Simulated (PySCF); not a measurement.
# BNH3 (SMILES B[NH]): a first try and a second

Aim: energy and one-electron properties of BNH3 at UCCSD/6-311G** (Cartesian functions).

The results are computed with PySCF 2.14.0.

2 further runs of the same task are left out: 1 that didn't finish, 1 set aside as unsound or not needed.

### Step 1. The molecule

BNH3 has 5 atoms, charge 0, and is taken as a doublet. SMILES: `B[NH]`. The coordinates come from a PBE0-D4/def2-TZVP relaxation.

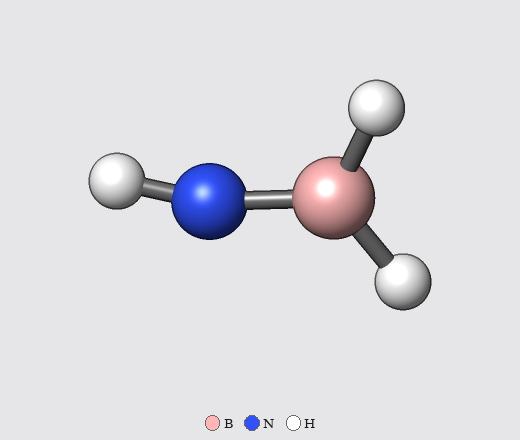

Viewed from a chosen angle; boron pink, nitrogen blue, hydrogen white.

### Step 2. First attempt

The input, run.py:

```python
from pyscf import gto, cc

mol = gto.Mole()
mol.atom = '''
B     -0.310800    -0.370100    -0.091600
N      0.531200     0.655200    -0.019800
H     -0.414800    -1.107400     0.862500
H     -0.964100    -0.573100    -1.081900
H      1.208400     1.321700     0.289300
'''
mol.basis = 'cc-pcvdz'
mol.max_memory = 1860
mol.spin = 1
mol.cart = True
mol.charge = 0
mol.verbose = 3
mol.build()

myscf = mol.UHF()
myscf.max_cycle = 100
myscf.kernel()
if not myscf.converged:
    myscf = myscf.newton().run(myscf.mo_coeff, myscf.mo_occ)

mycc = cc.CCSD(myscf)
mycc.kernel()
energy = mycc.e_tot
print('E(%s) = %.9f' % ('CCSD', energy))
dip = myscf.dip_moment()
pop, q = myscf.mulliken_pop()
quad = myscf.quad_moment()
dm_corr = mycc.make_rdm1(ao_repr=True)
dip_corr = myscf.dip_moment(mol, dm_corr)
```

The run is started by

```sh
$ OMP_NUM_THREADS=1 python run.py
```

The log of the run:

```text
pyscf.lib.exceptions.BasisNotFoundError: Basis set not found for H in cc-pcvdz
```

Run time: 0.58 s. Hardware: 1 thread of Arm Neoverse V2, shared host; peak memory 0.11 GiB.

### Step 3. Reading the log

The program refused the input.

The log says `pyscf.lib.exceptions.BasisNotFoundError: Basis set not found for H in cc-pcvdz`. What is wrong: the program or basis doesn't cover what is asked for. To mend it: basis set 6-311G** in place of cc-pCVDZ.

### Step 4. Try two

The input, job.py:

```python
from pyscf import gto, scf, cc

mol = gto.M(
    atom='''
B     -0.310800    -0.370100    -0.091600
N      0.531200     0.655200    -0.019800
H     -0.414800    -1.107400     0.862500
H     -0.964100    -0.573100    -1.081900
H      1.208400     1.321700     0.289300
''',
    verbose=3,
    spin=1,
    max_memory=1860,
    cart=True,
    basis='6-311g**',
)

hf = scf.UHF(mol)
hf.max_cycle = 100
hf.kernel()
if not hf.converged:
    hf = hf.newton().run(hf.mo_coeff, hf.mo_occ)

mycc = cc.CCSD(hf)
mycc.kernel()
e_final = mycc.e_tot
print('E(%s) = %.9f' % ('CCSD', e_final))
dip = hf.dip_moment()
pop, q = hf.mulliken_pop()
quad = hf.quad_moment()
dm_corr = mycc.make_rdm1(ao_repr=True)
dip_corr = hf.dip_moment(mol, dm_corr)
```

The run is started by

```sh
$ OMP_NUM_THREADS=1 python job.py
```

The log of the run (excerpt; [...] marks lines left out):

```text
converged SCF energy = -80.862803779329  <S^2> = 0.7745764  2S+1 = 2.0244272
E(UCCSD) = -81.17722597745332  E_corr = -0.3144221981242955
E(CCSD) = -81.177225977
Dipole moment(X, Y, Z, Debye):  1.18574,  1.25150,  0.40872
 ** Mulliken pop       alpha | beta **
pop of  0  B 1s        0.56539 | 0.56560
pop of  0  B 2s        0.43082 | 0.43019
pop of  0  B 3s        0.28791 | 0.32017
pop of  0  B 4s        0.13080 | 0.17270
pop of  0  B 2px       0.05646 | 0.06796
pop of  0  B 2py       0.07018 | 0.08112
pop of  0  B 2pz       0.08111 | 0.09395
pop of  0  B 3px       0.11079 | 0.14724
pop of  0  B 3py       0.13197 | 0.17253
pop of  0  B 3pz       0.18908 | 0.22373
pop of  0  B 4px       0.03602 | 0.06115
pop of  0  B 4py       0.03263 | 0.05471
pop of  0  B 4pz       0.05625 | 0.12641
pop of  0  B 3dxx      0.00151 | 0.00330
pop of  0  B 3dxy      0.00862 | 0.00862
pop of  0  B 3dxz      0.01322 | 0.00295
pop of  0  B 3dyy      0.00659 | 0.00793
pop of  0  B 3dyz      0.01906 | 0.00435
pop of  0  B 3dzz      0.00526 | 0.00625
pop of  1  N 1s        0.54707 | 0.54747
pop of  1  N 2s        0.44955 | 0.45038
pop of  1  N 3s        0.45877 | 0.40277
pop of  1  N 4s        0.35236 | 0.30988
pop of  1  N 2px       0.14712 | 0.12515
pop of  1  N 2py       0.15286 | 0.10910
pop of  1  N 2pz       0.18356 | 0.02730
pop of  1  N 3px       0.34724 | 0.29543
[... 17 lines of this table left out ...]
pop of  3  H 1s        0.13457 | 0.11620
pop of  3  H 2s        0.32039 | 0.26896
pop of  3  H 3s        0.12006 | 0.08602
pop of  3  H 2px       0.00190 | 0.00237
pop of  3  H 2py       0.00061 | 0.00098
pop of  3  H 2pz       0.00427 | 0.00437
pop of  4  H 1s        0.12007 | 0.13550
pop of  4  H 2s        0.18624 | 0.23113
pop of  4  H 3s        0.01240 | 0.02182
pop of  4  H 2px       0.00983 | 0.00982
pop of  4  H 2py       0.01065 | 0.00767
pop of  4  H 2pz       0.00799 | 0.00287
In total             8.00000 | 7.00000
 ** Mulliken atomic charges   ( Nelec_alpha | Nelec_beta ) **
charge of  0B =      0.21548  (     2.23367      2.55085 )
charge of  1N =     -0.33887  (     4.24029      3.09858 )
charge of  2H =     -0.05993  (     0.59706      0.46287 )
charge of  3H =     -0.06068  (     0.58180      0.47889 )
charge of  4H =      0.24401  (     0.34718      0.40882 )
Traceless quadrupole moment (Debye*A):

Dipole moment(X, Y, Z, Debye):  1.17486,  1.21922,  0.43736
```

Run time: 17 s. Hardware: 1 thread of Arm Neoverse V2, shared host; peak memory 0.51 GiB.

Atomic charges (e):

```csv
atom,Mulliken
B1,+0.215
N2,-0.339
H3,-0.060
H4,-0.061
H5,+0.244
```

### Step 5. Outcome

At UCCSD/6-311G** (Cartesian functions):

```
                                                  quantity         value
                                              total energy  -81.17723 Eh
                        dipole moment (correlated density)        1.75 D
HOMO energy (Hartree–Fock orbitals) (highest over α and β)     -11.61 eV
 LUMO energy (Hartree–Fock orbitals) (lowest over α and β)       2.52 eV
                                        correlation energy    -314.4 mEh
                         ⟨S²⟩ of the reference determinant         0.775
                                             T1 diagnostic         0.025
```

What this shows: Mulliken charges of the mean-field density run from -0.34 on N2 to +0.24 on H5.
